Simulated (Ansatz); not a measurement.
**CH$_{8}$N$_{3}$OTa: one change and its effect**

System: CH$_{8}$N$_{3}$OTa, SMILES C[O][Ta](=[NH])([NH2])[NH2].
Method of the first run: RKS PBE0-D4/def2-TZVPP (Ansatz 0.2.0).

The geometry comes from this level: PBE0-D4/def2-TZVP. Text and figures count atoms from 1; the logs count them from 0 in places.

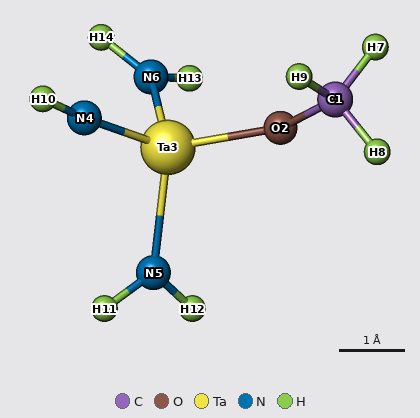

Figure 1. The input geometry (ball-and-stick view, seen at a tilt; atoms are numbered from 1 in the order of the input). Sticks mark near contacts.

**Input file, the first run**
```yaml
crystal:
  periodic: [false, false, false]
  atoms:
    - {symbol: C, position_ang: [-0.498063, -0.444625, 2.464590]}
    - {symbol: O, position_ang: [-0.446413, -0.507795, 1.074402]}
    - {symbol: Ta, position_ang: [0.171564, 0.176253, -0.587820]}
    - {symbol: N, position_ang: [1.211274, 1.606660, -0.465630]}
    - {symbol: N, position_ang: [-1.406325, 0.735283, -1.674516]}
    - {symbol: N, position_ang: [1.269489, -1.226640, -1.487586]}
    - {symbol: H, position_ang: [-0.098234, -1.367409, 2.898016]}
    - {symbol: H, position_ang: [-1.534954, -0.328699, 2.797236]}
    - {symbol: H, position_ang: [0.085669, 0.399698, 2.845367]}
    - {symbol: H, position_ang: [1.785281, 2.408493, -0.269797]}
    - {symbol: H, position_ang: [-1.513476, 1.632129, -2.120490]}
    - {symbol: H, position_ang: [-2.190557, 0.141076, -1.901481]}
    - {symbol: H, position_ang: [0.957576, -2.167139, -1.681996]}
    - {symbol: H, position_ang: [2.194370, -1.086484, -1.861295]}
basis:
  gaussian: {orbitals: def2-TZVPP}
hamiltonian: {xc: pbe0, dispersion: d4}
output: {orbitals: {seedname: orbitals}}
```

Launched with:
```bash
ansatz run in.yaml --threads 4 --pin off --events-out ev --progress --plain --max-ram 11315MiB
```

Hardware: 4 threads of Intel Xeon, 31 GiB of memory available, shared host.

**Output (the first run)**
```
Functional definition: PBE0
  parameter a = 0.25
  parameter kappa = 0.804
  parameter beta = 0.06672455060314922
  exchange = (1 - a)*pbe_x(kappa = kappa, mu = beta*pi^2/3) + a*exact_x
  correlation = pbe_c(beta = beta)
1676 factors; their error is unknown
mean field evaluation 1: about -9208.9887 eV, gradient 1.2e2 eV
mean field evaluation 2: about -9117.2165 eV, gradient 2.4e2 eV
mean field evaluation 4: about -9233.6205 eV, gradient 2.4e1 eV
mean field evaluation 8: about -9234.7919 eV, gradient 3.3e-1 eV
mean field evaluation 16: about -9234.8089 eV, gradient 1.1e-4 eV
mean field -9234.80891975 eV, -339.3729682223 hartree, gradient 8.6e-5 eV, S^2 0.000000; 0 other end points of the search recorded, 0 dependent functions left out
reference -9234.80895808 eV, -339.3729696312 hartree; 28, 28 occupied and 295, 295 virtual orbitals, 1676 factors
Total energy: -9235.06640045 eV, -339.3824304636 hartree
```

The input of the second run differs as follows (lines with − go, lines with + come):
```diff
-  gaussian: {orbitals: def2-TZVPP}
+  gaussian: {orbitals: def2-SVP}
```

How does the second run compare with the first run?

The total energy of the second run is 221.4 kcal/mol higher, which measures the change of basis and not a stability. The HOMO goes from −6.86 to −6.70 eV. The LUMO goes from 0.25 to 0.48 eV. The basis functions go from 323 to 142.

**Output (the second run)**
```
Functional definition: PBE0
  parameter a = 0.25
  parameter kappa = 0.804
  parameter beta = 0.06672455060314922
  exchange = (1 - a)*pbe_x(kappa = kappa, mu = beta*pi^2/3) + a*exact_x
  correlation = pbe_c(beta = beta)
1611 factors; their error is unknown
mean field evaluation 1: about -9203.9199 eV, gradient 1.0e2 eV
mean field evaluation 2: about -9127.4004 eV, gradient 2.1e2 eV
mean field evaluation 4: about -9224.4846 eV, gradient 1.7e1 eV
mean field evaluation 8: about -9225.0937 eV, gradient 2.0e-1 eV
mean field evaluation 16: about -9225.2089 eV, gradient 1.4e-4 eV
mean field -9225.20894280 eV, -339.0201755765 hartree, gradient 4.0e-5 eV, S^2 0.000000; 0 other end points of the search recorded, 0 dependent functions left out
reference -9225.20899270 eV, -339.0201774106 hartree; 28, 28 occupied and 114, 114 virtual orbitals, 1611 factors
Total energy: -9225.46643507 eV, -339.0296382431 hartree
```

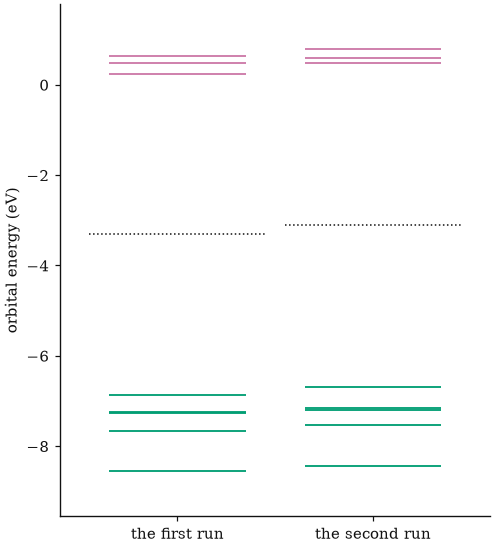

Figure 2. The five highest filled and three lowest empty orbital energies of the two runs; the dotted lines part filled from empty levels. The HOMO–LUMO gap is 7.11 eV in the first run and 7.18 eV in the second run.

**The two runs side by side**

```tsv
quantity	the first run	the second run
outcome	converged	converged
total energy (hartree)	−339.382430	−339.029638
HOMO (eV)	−6.86	−6.70
LUMO (eV)	0.25	0.48
basis functions	323	142
wall time (shared host)	3.2 s	1.1 s
```
